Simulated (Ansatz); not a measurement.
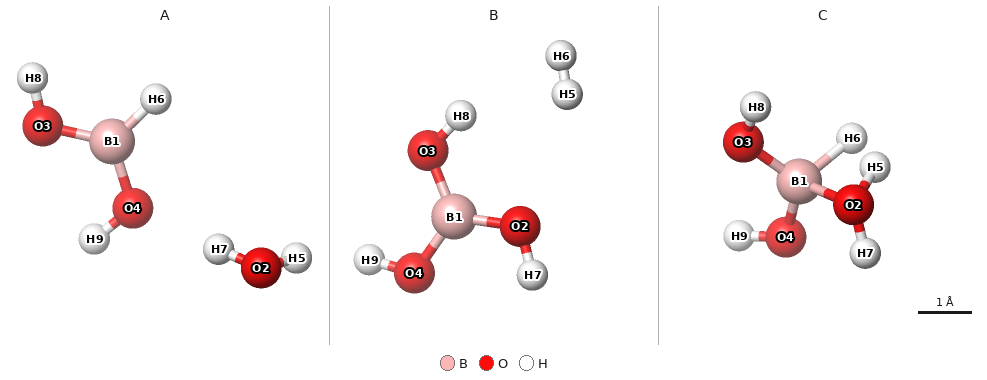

Three geometries of BH$_{5}$O$_{3}$: a saddle point and the two minima that it joins, in shuffled order. Style: ball-and-stick. Shown at a tilt. Sticks join atoms that are closer than about 1.2 times the sum of their covalent radii (a little more with hydrogen).

Stationary points at PBE0-D4/def2-TZVP, single-point energies with wB97M-V, B3LYP-D4, CCSD(T)/CBS, r2SCAN0-D4 (def2-TZVPP where no basis is named; Ansatz 0.2.0). The energies are electronic, without zero-point or thermal terms, and both ends are the minima reached downhill from the saddle, with any fragments still in contact. CCSD(T)/CBS stands for a frozen-core estimate: MP2 correlation extrapolated from def2-TZVPP and def2-QZVPP, CCSD(T) minus MP2 from the smaller set.

Question: Identify the saddle point and describe the reaction.

Answer: Frame C is the saddle point. Counted by bonded pieces, B holds BH₃O₃ + H₂ and A holds BH₃O₂ + H₂O. From B over the saddle to A, bonds form: B1–H6 (3.81 → 1.42 → 1.20 Å), O2–H5 (2.72 → 1.20 → 0.96 Å). Bonds break: B1–O2 (1.37 → 1.59 → 3.84 Å), H5–H6 (0.75 → 1.07 → 4.06 Å). The saddle has one imaginary mode, 1398i cm⁻¹. With wB97M-V the barrier is 55.2 kcal/mol from B and 34.0 kcal/mol from A, and A lies 21.2 kcal/mol above B.

```
      level  barrier from B (kcal/mol)  barrier from A (kcal/mol)  A less B (kcal/mol)
    wB97M-V                       55.2                       34.0                 21.2
   B3LYP-D4                       56.7                       35.9                 20.7
CCSD(T)/CBS                       57.6                       37.2                 20.3
 r2SCAN0-D4                       54.4                       32.2                 22.2
```

Against CCSD(T)/CBS, B3LYP-D4 comes closest on the barrier from B (−0.9 kcal/mol) and r2SCAN0-D4 misses most (−3.2 kcal/mol).

Limits of the set-up: the start holds two separate molecules, 2.2 Å apart at their closest, whose relative position is a soft coordinate.
